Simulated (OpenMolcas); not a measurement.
Geometry relaxation, with input and output: BCl$_{2}$ (charge +1) (part 4 of 4)

BCl$_{2}$, charge +1; B3LYP/6-31G*, RKS (OpenMolcas 26.06). The run did not end well. The geometry comes from this level: PBE0-D4/def2-TZVP.

Geometry of the input (Å):
```
Cl -1.2679  0.7857  -0.6053
B  0.0000  0.0000  0.0000
Cl 1.2679  -0.7857  0.6053
```

Log, continued
```
 *****************************************************
 Temperature =   373.15 kelvin, Pressure =   1.00 atm
 -----------------------------------------------------
 Molecular Partition Function and Molar Entropy:
                        q/V (M**-3)    S(kcal/mol*K)
 Electronic            1.000000E+00        0.000
 Translational         3.119799E+28       40.203
 Rotational            5.363604E-01        1.743
 Vibrational           1.907900E-02        2.663
 TOTAL                 3.192560E+26       44.609

 Thermal contributions to INTERNAL ENERGY:
 Electronic           0.000 kcal/mol      0.000000 au.
 Translational        1.112 kcal/mol      0.001773 au.
 Rotational           1.112 kcal/mol      0.001773 au.
 Vibrational          3.930 kcal/mol      0.006262 au.
 TOTAL                6.154 kcal/mol      0.009807 au.

 Thermal contributions to
 ENTHALPY             6.896 kcal/mol      0.010989 au.
 GIBBS FREE ENERGY   -9.750 kcal/mol     -0.015538 au.

 Sum of energy and thermal contributions
 INTERNAL ENERGY                       -944.961596 au.
 ENTHALPY                              -944.960414 au.
 GIBBS FREE ENERGY                     -944.986941 au.
 -----------------------------------------------------

 *****************************************************
 Temperature =   473.15 kelvin, Pressure =   1.00 atm
 -----------------------------------------------------
 Molecular Partition Function and Molar Entropy:
                        q/V (M**-3)    S(kcal/mol*K)
 Electronic            1.000000E+00        0.000
 Translational         4.454508E+28       41.382
 Rotational            7.658255E-01        2.451
 Vibrational           6.126693E-02        3.527
 TOTAL                 2.090045E+27       47.360

 Thermal contributions to INTERNAL ENERGY:
 Electronic           0.000 kcal/mol      0.000000 au.
 Translational        1.410 kcal/mol      0.002248 au.
 Rotational           1.410 kcal/mol      0.002248 au.
 Vibrational          4.294 kcal/mol      0.006843 au.
 TOTAL                7.115 kcal/mol      0.011339 au.

 Thermal contributions to
 ENTHALPY             8.055 kcal/mol      0.012837 au.
 GIBBS FREE ENERGY  -14.353 kcal/mol     -0.022873 au.

 Sum of energy and thermal contributions
 INTERNAL ENERGY                       -944.960064 au.
 ENTHALPY                              -944.958566 au.
 GIBBS FREE ENERGY                     -944.994276 au.
 -----------------------------------------------------
--

++    Isotopic shifts:
      ----------------

 ****************************************
 * Isotope shifted frequencies in cm-1  *
 ****************************************

  Single substitutions:
  -----------------------

 Masses:
 =======
  37  11  35

 Frequencies:
 ============
                         1         2         3         4         5         6

            Freq.      i0.00     i0.00     i0.00     i0.00     i0.00      0.00

                         7         8         9

            Freq.     296.48    556.93   1452.26

 Masses:
 =======
  35  10  35

 Frequencies:
 ============
                         1         2         3         4         5         6

            Freq.      i0.00     i0.00     i0.00     i0.00     i0.00      0.00

                         7         8         9

            Freq.     309.53    564.64   1516.18

 Masses:
 =======
  35  11  37

 Frequencies:
 ============
                         1         2         3         4         5         6

            Freq.      i0.00     i0.00     i0.00      0.00      0.00      0.00

                         7         8         9

            Freq.     296.48    556.93   1452.26

  Full substitutions:
  -----------------------

 Masses:
 =======
  35  10  35

 Frequencies:
 ============
                         1         2         3         4         5         6

            Freq.      i0.00     i0.00     i0.00     i0.00     i0.00      0.00

                         7         8         9

            Freq.     309.53    564.64   1516.18

 Masses:
 =======
  37  11  37

 Frequencies:
 ============
                         1         2         3         4         5         6

            Freq.      i0.00     i0.00     i0.00     i0.00      0.00      0.00

                         7         8         9

            Freq.     295.93    549.17   1449.57

--

 ###############################################################################
 ###    WARNING: Warning: Convergence problem in the internal frame          ###
 ###############################################################################
 ###    WARNING: Warning: Convergence problem in the internal frame          ###
 ###############################################################################
 ###    WARNING: Warning: Convergence problem in the internal frame          ###
 ###############################################################################
 ###    WARNING: Warning: Convergence problem in the internal frame          ###
 ###############################################################################
 ###    WARNING: Warning: Convergence problem in the internal frame          ###
 ###############################################################################
 ###    WARNING: Warning: Convergence problem in the internal frame          ###
 ###############################################################################
 ###    WARNING: Warning: Convergence problem in the internal frame          ###
 ###############################################################################
 ###    WARNING: Warning: Convergence problem in the internal frame          ###
 ###############################################################################
 ###    WARNING: Warning: Convergence problem in the internal frame          ###
 ###############################################################################
++ Principal components of the normal modes
   ----------------------------------------

   (Only contributions larger than 0.50 times the maximum are printed)

      Mode      1
        Frequency:          297.02 cm-1
      ---------------------------------
        LAngle(1) CL1 B2 CL3    -1.0000
      ---------------------------------

      Mode      2
        Frequency:          564.64 cm-1
      ---------------------------------
        Bond B2 CL1              1.0000
        Bond CL3 B2              1.0000
      ---------------------------------

      Mode      3
        Frequency:         1454.92 cm-1
      ---------------------------------
        Bond CL3 B2             -1.0000
        Bond B2 CL1              1.0000
      ---------------------------------
--

--- Stop Module: slapaf /rc=_RC_ALL_IS_WELL_ ---

>>> END DO

>>> EXPORT MOLCAS_TRAP = UNKNOWN_VARIABLE

>>> EXPORT MOLCAS_MAXITER = 50

.##################.
.# Happy landing! #.
.##################.

    Timing: Wall=25.70 User=20.73 System=4.73
```

Trajectory as extended XYZ (Å, eV, eV/Å), 3 frames, from step=0 to step=2
```
3
Properties=species:S:1:pos:R:3:forces:R:3 step=0 energy=-25713.97698
Cl   -1.2679    0.7857   -0.6053   -0.3620   0.2243  -0.1728
B     0.0000    0.0000    0.0000    0.0000  -0.0001   0.0000
Cl    1.2679   -0.7857    0.6053    0.3619  -0.2242   0.1728
3
Properties=species:S:1:pos:R:3:forces:R:3 step=1 energy=-25713.97999
Cl   -1.2711    0.7877   -0.6068   -0.2254   0.1397  -0.1076
B     0.0000    0.0000    0.0000    0.0000  -0.0001   0.0000
Cl    1.2711   -0.7877    0.6068    0.2254  -0.1397   0.1076
3
Properties=species:S:1:pos:R:3:forces:R:3 step=2 energy=-25713.98194
Cl   -1.2765    0.7910   -0.6094   -0.0002   0.0001  -0.0001
B     0.0000    0.0000    0.0000    0.0000   0.0000   0.0000
Cl    1.2765   -0.7910    0.6094    0.0002  -0.0001   0.0001
```

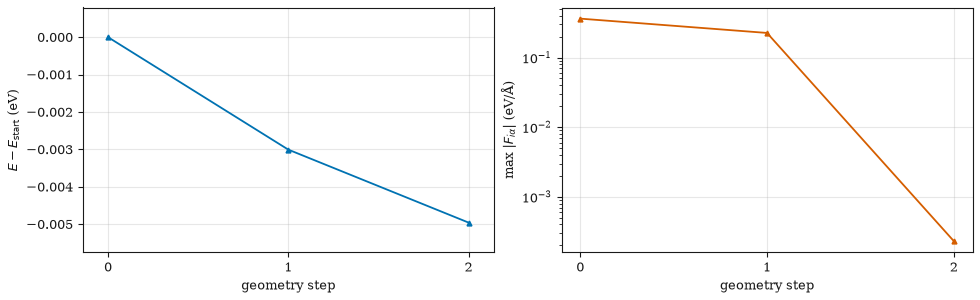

Progress of the relaxation, step by step (steps are counted from 0). The relaxation stopped without meeting its thresholds, so the last structure isn't shown to be converged. The largest moves after the best rigid fit, 0.011 Å, are those of Cl1 and Cl3. B stays in place. Among the contacts that change: B2–Cl3 1.610 → 1.621 Å. The energy falls by 0.005 eV in 2 geometry steps. The largest force component goes from 0.36 to 0.00023 eV/Å. (Atoms are counted from 1 in the order of the input.)

What the run reported

```csv
quantity,value
outcome,not converged
basis functions,53
hardware,"1 thread of Intel Xeon (Granite Rapids), 64 GiB of memory available, shared host"
wall time,26 s
peak memory,0.39 GiB
```

What went wrong

The run did not converge. Its last values are not results.
